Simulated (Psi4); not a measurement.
**NH3S (Thiohydroxylamine) at MP2/aug-pcseg-1 (density fitting, density fitting for correlation, sweep point 2)**

What is the vertical electron affinity of NH3S (Thiohydroxylamine) at MP2/aug-pcseg-1 (density fitting, density fitting for correlation, sweep point 2)? 

The results are computed with Psi4 1.11.

## Step 1: The system as given

NH3S: 5 atoms, total charge 0, spin state singlet. As SMILES, `NS`. The coordinates come from a GFN2-xTB relaxation. This is one conformer, not always the lowest.

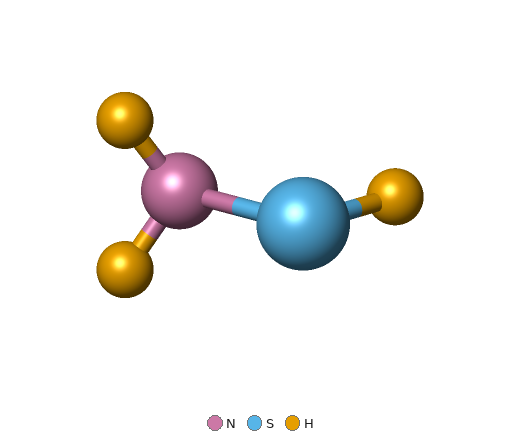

The structure, seen from a chosen angle (nitrogen pink, sulfur blue, hydrogen amber).

## Step 2: A single-point energy at MP2/aug-pcseg-1 (density fitting, density fitting for correlation, sweep point 2)

Contents of job.inp:

```
memory 1600 mb

molecule {
  0 1
  N     -0.162760    -0.507400    -0.231700
  S      0.168270     0.954370     0.610330
  H      0.015040    -1.300690     0.375430
  H     -1.135990    -0.524720    -0.519210
  H      1.115440     1.378440    -0.234860
  units angstrom
  symmetry c1
}

set {
  reference       rhf
  puream          true
  scf_type        df
  num_frozen_docc 6
}

result = energy("mp2/aug-pcseg-1")
```

Run with:

```bash
$ psi4 -i job.inp -o job.out -n 1
```

job.out (excerpt; [...] marks lines left out):

```text
[...]
  Running in c1 symmetry.
[...]
  Nuclear repulsion =   57.857555781224306
[...]
  Multiplicity = 1
[...]
  Nalpha       = 13
  Nbeta        = 13
[...]
    Number of basis functions: 77
[...]
   @DF-RHF iter   1:  -453.58948788557245   -3.42078e-01   4.70161e-03 ADIIS/DIIS
[...]
   @DF-RHF iter  11:  -453.66256553346960   -1.96110e-11   6.84948e-09 DIIS
[...]
    Orbital Energies [Eh]
    ---------------------
    Doubly Occupied:
       1A    -91.951085     2A    -15.575201     3A     -8.966703
       4A     -6.659943     5A     -6.658239     6A     -6.655994
       7A     -1.196319     8A     -0.919158     9A     -0.679178
      10A     -0.591242    11A     -0.557289    12A     -0.408899
      13A     -0.370276
[...]
  @DF-RHF Final Energy:  -453.66256553346960
   => Energetics <=
    Nuclear Repulsion Energy =             57.8575557812243062
    One-Electron Energy =                -740.6611894509806007
    Two-Electron Energy =                 229.1410681362867479
    Total Energy =                       -453.6625655334695466
[...]
 Multipole Moments:
 ------------------------------------------------------------------------------------
     Multipole            Electronic (a.u.)      Nuclear  (a.u.)        Total (a.u.)
 ------------------------------------------------------------------------------------
 L = 1.  Multiply by 2.5417464519 to convert [e a0] to [Debye]
 Dipole X            :         -0.0177424           -0.1793958           -0.1971383
 Dipole Y            :          1.3840061           -1.7210766           -0.3370705
 Dipole Z            :          1.2201046           -1.2576994           -0.0375948
 Magnitude           :                                                    0.3922925
[...]
```

Run time: 1 s. Hardware: 1 thread of AMD EPYC 9R45 (Zen 5), shared host; peak memory 0.21 GiB.

## Step 3: The doublet anion at the same level

Contents of job.inp:

```
memory 1.6 GB

molecule mol {
  -1 2
  N     -0.162760    -0.507400    -0.231700
  S      0.168270     0.954370     0.610330
  H      0.015040    -1.300690     0.375430
  H     -1.135990    -0.524720    -0.519210
  H      1.115440     1.378440    -0.234860
  units angstrom
  symmetry c1
}

set basis aug-pcseg-1
set reference uhf
set puream true
set scf_type df
set num_frozen_docc 6
set maxiter 150

e_tot = energy("mp2")
```

Run with:

```bash
$ psi4 -n 1 job.inp job.out
```

job.out (excerpt; [...] marks lines left out):

```text
[...]
  Running in c1 symmetry.
[...]
  Nuclear repulsion =   57.857555781224306
[...]
  Multiplicity = 2
[...]
  Nalpha       = 14
  Nbeta        = 13
[...]
    Number of basis functions: 77
[...]
   @DF-UHF iter   1:  -453.40362667823075   -1.56217e-01   6.89898e-03 DIIS/ADIIS
[...]
   @DF-UHF iter  19:  -453.63384742158712   -2.11458e-11   9.50132e-09 DIIS
[...]
   @S^2 Observed:                7.502998137E-01
[...]
    Orbital Energies [Eh]
    ---------------------
    Alpha Occupied:
       1A    -91.822825     2A    -15.434911     3A     -8.838310
       4A     -6.531689     5A     -6.529914     6A     -6.527612
       7A     -1.058872     8A     -0.788826     9A     -0.537679
      10A     -0.458661    11A     -0.424778    12A     -0.273484
      13A     -0.241173    14A      0.027282
    Alpha Virtual:
      15A      0.120396    16A      0.132200    17A      0.152743
      18A      0.184673    19A      0.191941    20A      0.243830
      21A      0.251146    22A      0.261821    23A      0.287591
      24A      0.290214    25A      0.303494    26A      0.311660
[...]
  @DF-UHF Final Energy:  -453.63384742158712
   => Energetics <=
    Nuclear Repulsion Energy =             57.8575557812243062
    One-Electron Energy =                -744.0807921499540498
    Two-Electron Energy =                 232.5893889471426519
    Total Energy =                       -453.6338474215871202
  UHF NO Occupations:
  HONO-2 :   12  A 1.9999599
  HONO-1 :   13  A 1.9999521
[...]
 Multipole Moments:
 ------------------------------------------------------------------------------------
     Multipole            Electronic (a.u.)      Nuclear  (a.u.)        Total (a.u.)
 ------------------------------------------------------------------------------------
 L = 1.  Multiply by 2.5417464519 to convert [e a0] to [Debye]
 Dipole X            :          1.9508433           -0.1793958            1.7714475
 Dipole Y            :          4.7345738           -1.7210766            3.0134972
 Dipole Z            :          1.5950043           -1.2576994            0.3373049
 Magnitude           :                                                    3.5118323
[...]
```

Wall time 1.2 s (1 thread of AMD EPYC 9R45 (Zen 5), shared host); peak memory 0.21 GiB.

## Step 4: Results

Level: MP2/aug-pcseg-1 (density fitting, density fitting for correlation, sweep point 2), 6 core orbitals frozen.

| quantity | value |
| --- | --- |
| singlet NH3S: total energy | -453.98748 Eh |
| singlet NH3S: HOMO energy (Hartree–Fock orbitals) | -10.08 eV |
| singlet NH3S: LUMO energy (Hartree–Fock orbitals) | 0.81 eV |
| singlet NH3S: HOMO–LUMO gap (Hartree–Fock orbitals) | 10.89 eV |
| singlet NH3S: correlation energy (6 core orbitals frozen) | -324.9 mEh |
| doublet anion: total energy | -453.96573 Eh |
| doublet anion: HOMO energy (Hartree–Fock orbitals) (highest over α and β) | 0.74 eV |
| doublet anion: LUMO energy (Hartree–Fock orbitals) (lowest over α and β) | 3.28 eV |
| doublet anion: correlation energy (6 core orbitals frozen) | -331.9 mEh |
| doublet anion: ⟨S²⟩ of the reference determinant | 0.750 |
| vertical electron affinity (to the doublet anion) | -0.592 eV |

The anion lies 0.59 eV (13.6 kcal/mol) above the neutral: the electron isn't bound at this level, and such a value depends on the basis. The HOMO (doublet anion) lies at positive energy, 0.74 eV: the electron is unbound at this level or held by a compact basis; values depend on the basis.
